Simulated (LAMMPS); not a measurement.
Consider C (diamond structure), 216 atoms, at 2400 K and 5 GPa, heated as the crystal in molecular dynamics.

Method: classical MD, pair style airebo 3.0 1 1, file CH.airebo, run in LAMMPS.

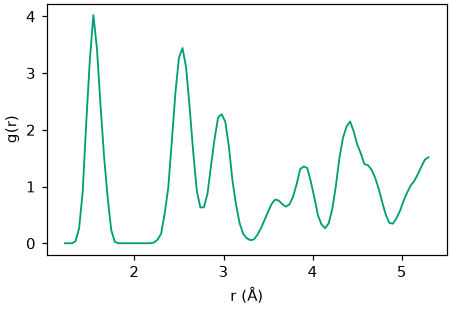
*g(r) against r (Å)*

Main features:
- state found: crystal; no diffusion seen in 15 ps
- first peak of g(r): 1.54 Å, height 4.0
- coordination number: 4.00 (counted to 1.98 Å)

Caution: in nature this polymorph isn't the stable one over the whole range of temperature at this pressure, and short runs keep a crystal in its starting form. Caution: a run this short can hold a crystal over, or a liquid under, the potential's own melting point, which these runs don't give.
